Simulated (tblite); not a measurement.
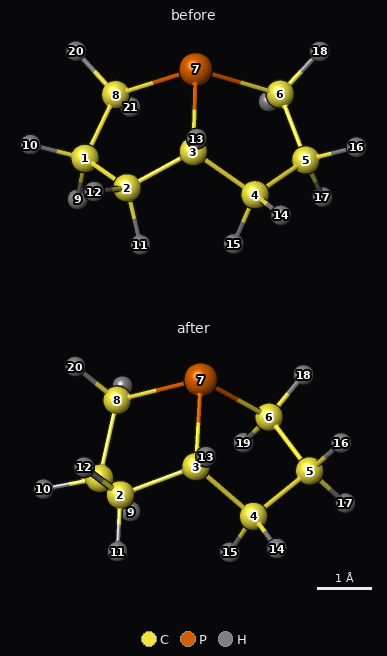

The structure of C7H13P before (top) and after (bottom) a relaxation, at one scale.

The picture is a ball-and-stick view, seen from a free direction.

Theory: tblite 0.8.0, GFN2-xTB geometry optimisation, gas phase. 

What changed between the two?

Answer. H9 moves most after the best rigid fit: 1.00 Å. Largest moves by element: H 1.00 Å, C 0.38 Å, P 0.18 Å. Among the contacts that change: C4–C5 1.442 → 1.524 Å, C1–C2 1.446 → 1.525 Å, C2–C3 1.456 → 1.530 Å, C3–C4 1.479 → 1.537 Å. Bond angles that change, for instance: C6–P7–C8 112.3° → 101.1°, C1–C2–C3 117.0° → 107.0°, C4–C5–C6 115.3° → 106.2°. Groups turn about C1–C2 by about 50°, C1–C8 by about 45°, C5–C6 by about 40°. Over 103 geometry steps the energy falls by 34.5 kcal/mol. Cost: 1.3 s on 1 thread of Arm Neoverse N1, with other jobs on the host.
